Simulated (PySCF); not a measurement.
# BH3S (SMILES BS) at CCSD(T)/STO-6G

Aim: the energy change on altering one bond length of BH3S at CCSD(T)/STO-6G, from 2 runs. 

Program for the calculation: PySCF 2.14.0.

11 further runs of the same task are left out: 11 set aside as unsound or not needed.

**1. The structure to begin with**

The species is BH3S (5 atoms), meant as a singlet with charge 0. SMILES: `BS`. Geometry: relaxed at PBE0-D4/def2-TZVP.

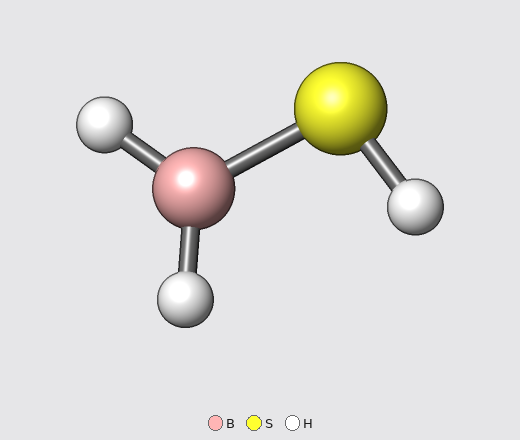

The structure, seen from a chosen angle (boron pink, sulfur yellow, hydrogen white).

**2. The energy at CCSD(T)/STO-6G**

The input, run.py:

```python
from pyscf import gto, cc

mol = gto.Mole()
mol.atom = '''
B   -0.392100  -0.421000   0.088100
S    0.161700   1.236900  -0.154300
H   -1.562900  -0.556400   0.264200
H    0.367100  -1.337600   0.074200
H    1.476100   1.004400  -0.313600
'''
mol.max_memory = 1860
mol.spin = 0
mol.charge = 0
mol.verbose = 3
mol.basis = 'sto-6g'
mol.build()

calc0 = mol.RHF()
calc0.conv_tol = 1e-10
calc0.kernel()
if not calc0.converged:
    calc0 = calc0.newton().run(calc0.mo_coeff, calc0.mo_occ)

mycc = cc.CCSD(calc0, frozen=6)
mycc.kernel()
e_t = mycc.ccsd_t()
e_tot = mycc.e_tot + e_t
print(f'total energy: {e_tot:.8f} hartree')
```

Launch:

```sh
$ OMP_NUM_THREADS=1 python run.py
```

Standard output:

```text
converged SCF energy = -422.551082060016
E(CCSD) = -422.6448932757098  E_corr = -0.09381121569353078
CCSD(T) correction = -0.0022835698107406
total energy: -422.64717685 hartree
```

Run time: 0.72 s. Hardware: 1 thread of Arm Neoverse V2, shared host; peak memory 0.12 GiB.

**3. The distorted shape**

The input, calc.py:

```python
from pyscf import gto, cc

molecule = gto.Mole()
molecule.atom = '''
B        1.715318      -0.177283      -0.228877
S        2.269118       1.480617      -0.471277
H       -1.562900      -0.556400       0.264200
H        2.474518      -1.093883      -0.242777
H        3.583518       1.248117      -0.630577
'''
molecule.max_memory = 1860
molecule.basis = 'sto-6g'
molecule.charge = 0
molecule.verbose = 3
molecule.spin = 0
molecule.build()

mf = molecule.RHF()
mf.conv_tol = 1e-10
mf.kernel()
if not mf.converged:
    mf = mf.newton().run(mf.mo_coeff, mf.mo_occ)

mycc = cc.CCSD(mf, frozen=6)
mycc.kernel()
e_t = mycc.ccsd_t()
energy = mycc.e_tot + e_t
print('E(%s) = %.9f' % ('CCSD(T)', energy))
```

Launch:

```sh
$ OMP_NUM_THREADS=1 python calc.py
```

Standard output:

```text
converged SCF energy = -422.141216359908
E(CCSD) = -422.4325761503327  E_corr = -0.2913597904242835
CCSD(T) correction = -0.00962505274135531
E(CCSD(T)) = -422.442201203
```

It took 0.7 s on 1 thread of Arm Neoverse V2, shared host; peak memory 0.12 GiB.

**4. Summary of results**

At CCSD(T)/STO-6G, 6 core orbitals frozen:

```
                                                         quantity          value
                                        first shape: total energy  -422.64718 Eh
                first shape: dipole moment (Hartree–Fock density)         0.88 D
                 first shape: HOMO energy (Hartree–Fock orbitals)       -8.45 eV
                 first shape: LUMO energy (Hartree–Fock orbitals)        7.06 eV
               first shape: HOMO–LUMO gap (Hartree–Fock orbitals)       15.51 eV
         first shape: correlation energy (6 core orbitals frozen)      -96.1 mEh
                                      first shape: (T) correction      -2.28 mEh
                                       first shape: T1 diagnostic          0.024
                                    distorted shape: total energy  -422.44220 Eh
            distorted shape: dipole moment (Hartree–Fock density)         3.39 D
             distorted shape: HOMO energy (Hartree–Fock orbitals)       -3.60 eV
             distorted shape: LUMO energy (Hartree–Fock orbitals)        2.11 eV
           distorted shape: HOMO–LUMO gap (Hartree–Fock orbitals)        5.71 eV
     distorted shape: correlation energy (6 core orbitals frozen)     -301.0 mEh
                                  distorted shape: (T) correction      -9.63 mEh
                                   distorted shape: T1 diagnostic          0.048
energy change with the B1–H3 bond stretched from 1.192 to 3.337 Å       5.578 eV
```

**Reading.** One bond (distorted shape) is far stretched, which a spin-restricted single reference describes badly; perturbation theory on it can break down and give far too much correlation. With the B1–H3 bond stretched from 1.192 to 3.337 Å the energy rises by 5.58 eV (129 kcal/mol). The first shape isn't relaxed at this level, so the change isn't measured from a minimum. A restricted reference can't describe the breaking bond well at this length. The minimal basis adds a large error of its own. The T1 diagnostic (first shape) of 0.024 is above the customary mark for such species, so a single reference may not serve. The triples (first shape) make up 2.4 % of the correlation energy. The T1 diagnostic (distorted shape) of 0.048 is above the customary mark for such species, so a single reference may not serve. Mulliken charges (distorted shape) of the mean-field density run from -0.17 on H3 to +0.13 on B1; they depend strongly on the basis.
